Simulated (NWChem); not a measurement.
## Run report: F2, energy and gradient calculation (part 1 of 2)

The run: energy and gradient calculation of F2, SMILES FF. Method and program: MP2/cc-pVTZ, RHF (NWChem 7.3.0).

The geometry comes from this level: PBE0-D4/def2-TZVP.

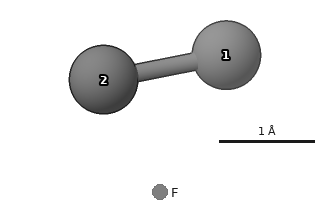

*The structure (ball-and-stick view, seen at a tilt; atoms are numbered from 1 in the order of the input).*

### The input
```
START geom
memory 2200 mb
GEOMETRY noautosym nocenter noautoz
 F    -0.583900    0.212400   -0.295000
 F     0.583900   -0.212400    0.295000
END
BASIS spherical bse
 * library cc-pVTZ
END
SCF
 thresh 1e-08
 maxiter 80
END
MP2
 freeze core 2
 tight
END
TASK mp2 gradient
```

Machine: 1 thread of Intel Xeon (Granite Rapids), 12 GiB of memory available, shared host.

Launched with:
```bash
nwchem geom.nw > geom.out
```

### Output
```
Northwest Computational Chemistry Package (NWChem) 7.3.0
             --------------------------------------------------------

           Job information
           ---------------

    nwchem branch   = 7.3.0
    use scalapack   = T
    input           = geom.nw
    prefix          = geom.
    data base       = ./geom.db
    status          = startup
    nproc           =        1

           Memory information
           ------------------

    heap     =     72089598 doubles =      550.0 Mbytes
    stack    =     72089595 doubles =      550.0 Mbytes
    global   =    144179200 doubles =     1100.0 Mbytes (distinct from heap & stack)
    total    =    288358393 doubles =     2200.0 Mbytes
    verify   = yes
    hardfail = no

           Directory information
           ---------------------

  0 permanent = .
  0 scratch   = .

                                NWChem Input Module
                                -------------------

 Scaling coordinates for geometry "geometry" by  1.889725989
 (inverse scale =  0.529177249)

                             Geometry "geometry" -> ""
                             -------------------------

 Output coordinates in angstroms (scale by  1.889725989 to convert to a.u.)

  No.       Tag          Charge          X              Y              Z
 ---- ---------------- ---------- -------------- -------------- --------------
    1 F                    9.0000    -0.58390000     0.21240000    -0.29500000
    2 F                    9.0000     0.58390000    -0.21240000     0.29500000

      Atomic Mass
      -----------

      F                 18.998400

 Effective nuclear repulsion energy (a.u.)      31.1594530052

            Nuclear Dipole moment (a.u.)
            ----------------------------
        X                 Y               Z
 ---------------- ---------------- ----------------
     0.0000000000     0.0000000000     0.0000000000

            XYZ format geometry
            -------------------
     2
 geometry
 F                    -0.58390000     0.21240000    -0.29500000
 F                     0.58390000    -0.21240000     0.29500000

 Summary of "ao basis" -> "" (spherical)
 ------------------------------------------------------------------------------
       Tag                 Description            Shells   Functions and Types
 ---------------- ------------------------------  ------  ---------------------
 *                          cc-pVTZ                   on all atoms

                      Basis "ao basis" -> "ao basis" (spherical)
                      -----
  [basis functions not shown]

 Summary of "ao basis" -> "ao basis" (spherical)
 ------------------------------------------------------------------------------
       Tag                 Description            Shells   Functions and Types
 ---------------- ------------------------------  ------  ---------------------
 F                          cc-pVTZ                 10       30   4s3p2d1f

                                 NWChem SCF Module
                                 -----------------

  ao basis        = "ao basis"
  functions       =    60
  atoms           =     2
  closed shells   =     9
  open shells     =     0
  charge          =   0.00
  wavefunction    = RHF
  input vectors   = atomic
  output vectors  = ./geom.movecs
  use symmetry    = F
  symmetry adapt  = F

 Summary of "ao basis" -> "ao basis" (spherical)
 ------------------------------------------------------------------------------
       Tag                 Description            Shells   Functions and Types
 ---------------- ------------------------------  ------  ---------------------
 F                          cc-pVTZ                 10       30   4s3p2d1f

 Forming initial guess at       0.0s

      Superposition of Atomic Density Guess
      -------------------------------------

 Sum of atomic energies:        -198.82384156

      Non-variational initial energy
      ------------------------------

 Total energy =    -198.613856
 1-e energy   =    -340.766551
 2-e energy   =     110.993242
 HOMO         =      -0.483763
 LUMO         =      -0.158061

 Starting SCF solution at       0.1s

 ----------------------------------------------
         Quadratically convergent ROHF

 Convergence threshold     :          1.000E-08
 Maximum no. of iterations :           80
 Final Fock-matrix accuracy:          1.000E-10
 ----------------------------------------------

              iter       energy          gnorm     gmax       time
             ----- ------------------- --------- --------- --------
                 1     -198.7297847899  8.69D-01  3.51D-01      0.2
                 2     -198.7547881557  1.86D-01  1.07D-01      0.4
                 3     -198.7559554179  3.98D-02  1.17D-02      0.6
                 4     -198.7560132289  1.18D-03  6.66D-04      0.9
                 5     -198.7560133088  8.00D-08  3.14D-08      1.6
                 6     -198.7560133088  6.58D-10  3.55D-10      2.1

       Final RHF  results
       ------------------

         Total SCF energy =   -198.756013308839
      One-electron energy =   -340.166351367679
      Two-electron energy =    110.250885053662
 Nuclear repulsion energy =     31.159453005178

        Time for solution =      2.0s

             Final eigenvalues
             -----------------

              1
    1  -26.4252
    2  -26.4249
    3   -1.7832
    4   -1.4871
    5   -0.8170
    6   -0.8170
    7   -0.7636
    8   -0.6572
    9   -0.6572
   10    0.1238
   11    0.8342
   12    0.8708
   13    0.8708
   14    0.9750
   15    0.9997
   16    0.9997
   17    1.1670
   18    1.7521
   19    1.8824

                       ROHF Final Molecular Orbital Analysis
                       -------------------------------------

 Vector    2  Occ=2.000000D+00  E=-2.642494D+01
              MO Center=  5.6D-11, -2.0D-11,  2.8D-11, r^2= 4.8D-01
   Bfn.  Coefficient  Atom+Function         Bfn.  Coefficient  Atom+Function
  ----- ------------  ---------------      ----- ------------  ---------------
     1      0.690026  1 F  s                 31     -0.690026  2 F  s

 Vector    3  Occ=2.000000D+00  E=-1.783228D+00
              MO Center= -2.1D-15,  9.1D-16, -7.5D-16, r^2= 6.4D-01
   Bfn.  Coefficient  Atom+Function         Bfn.  Coefficient  Atom+Function
  ----- ------------  ---------------      ----- ------------  ---------------
     3      0.393171  1 F  s                 33      0.393171  2 F  s
     4      0.214155  1 F  s                 34      0.214155  2 F  s

 Vector    4  Occ=2.000000D+00  E=-1.487078D+00
              MO Center=  3.4D-15, -3.8D-17,  1.2D-16, r^2= 9.6D-01
   Bfn.  Coefficient  Atom+Function         Bfn.  Coefficient  Atom+Function
  ----- ------------  ---------------      ----- ------------  ---------------
     3      0.426864  1 F  s                 33     -0.426864  2 F  s
     4      0.290683  1 F  s                 34     -0.290683  2 F  s

 Vector    5  Occ=2.000000D+00  E=-8.169776D-01
              MO Center=  4.9D-14, -2.3D-14,  2.2D-14, r^2= 8.6D-01
   Bfn.  Coefficient  Atom+Function         Bfn.  Coefficient  Atom+Function
  ----- ------------  ---------------      ----- ------------  ---------------
     9      0.290940  1 F  py                39      0.290940  2 F  py
     6      0.235723  1 F  py                36      0.235723  2 F  py
    12      0.182869  1 F  py                42      0.182869  2 F  py
    10      0.160295  1 F  pz                40      0.160295  2 F  pz

 Vector    6  Occ=2.000000D+00  E=-8.169776D-01
              MO Center= -2.1D-15, -1.9D-15,  3.4D-15, r^2= 8.6D-01
   Bfn.  Coefficient  Atom+Function         Bfn.  Coefficient  Atom+Function
  ----- ------------  ---------------      ----- ------------  ---------------
    10      0.254661  1 F  pz                40      0.254661  2 F  pz
     7      0.206329  1 F  pz                37      0.206329  2 F  pz
     8     -0.174284  1 F  px                38     -0.174284  2 F  px
    13      0.160066  1 F  pz                43      0.160066  2 F  pz

 Vector    7  Occ=2.000000D+00  E=-7.635509D-01
              MO Center= -1.4D-15,  8.1D-15, -3.0D-15, r^2= 1.0D+00
   Bfn.  Coefficient  Atom+Function         Bfn.  Coefficient  Atom+Function
  ----- ------------  ---------------      ----- ------------  ---------------
     8      0.281000  1 F  px                38     -0.281000  2 F  px
     5      0.212217  1 F  px                35     -0.212217  2 F  px
    11      0.167816  1 F  px                41     -0.167816  2 F  px

 Vector    8  Occ=2.000000D+00  E=-6.571709D-01
              MO Center= -5.5D-14,  2.0D-14, -2.8D-14, r^2= 9.1D-01
   Bfn.  Coefficient  Atom+Function         Bfn.  Coefficient  Atom+Function
  ----- ------------  ---------------      ----- ------------  ---------------
     9      0.325139  1 F  py                39     -0.325139  2 F  py
     6      0.265920  1 F  py                36     -0.265920  2 F  py
    12      0.236562  1 F  py                42     -0.236562  2 F  py
    10      0.156101  1 F  pz                40     -0.156101  2 F  pz

 Vector    9  Occ=2.000000D+00  E=-6.571709D-01
              MO Center=  3.9D-15, -2.1D-15,  4.0D-15, r^2= 9.1D-01
   Bfn.  Coefficient  Atom+Function         Bfn.  Coefficient  Atom+Function
  ----- ------------  ---------------      ----- ------------  ---------------
    10      0.288190  1 F  pz                40     -0.288190  2 F  pz
     7      0.235701  1 F  pz                37     -0.235701  2 F  pz
    13      0.209678  1 F  pz                43     -0.209678  2 F  pz
     8     -0.187657  1 F  px                38      0.187657  2 F  px
     5     -0.153479  1 F  px                35      0.153479  2 F  px

 Vector   10  Occ=0.000000D+00  E= 1.237540D-01
              MO Center= -7.6D-16,  5.9D-16,  1.2D-17, r^2= 1.1D+00
   Bfn.  Coefficient  Atom+Function         Bfn.  Coefficient  Atom+Function
  ----- ------------  ---------------      ----- ------------  ---------------
    11      0.508792  1 F  px                41      0.508792  2 F  px
     4      0.386326  1 F  s                 34     -0.386326  2 F  s
     8      0.292743  1 F  px                38      0.292743  2 F  px
    13      0.257053  1 F  pz                43      0.257053  2 F  pz
     5      0.240549  1 F  px                35      0.240549  2 F  px
```
